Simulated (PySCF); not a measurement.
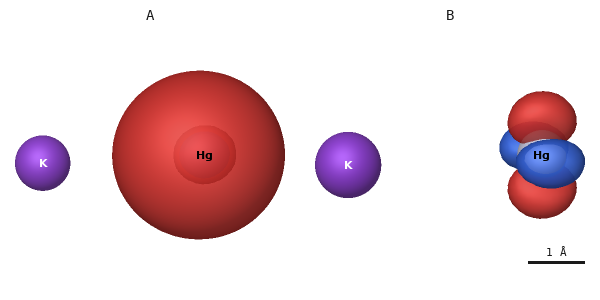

The picture shows: KHg (charge +1). Two frontier orbitals, each drawn at the value that holds 80 % of its norm (red and blue are the two phases), in no order; of a degenerate pair one member is drawn.

Core potentials replace the inner electrons of Hg.

All numbers below come from PBE0/def2-SVP, non-relativistic Hamiltonian with scalar-relativistic core potentials where named, at a bond length of 3.610 Å in PySCF.

### Label each orbital by symmetry, say whether it is occupied, and order them by energy.

Orbital B: δ, occupied, −15.75 eV; almost wholly on Hg.
Orbital A: σ, occupied, −11.61 eV; mainly on Hg (95 %).
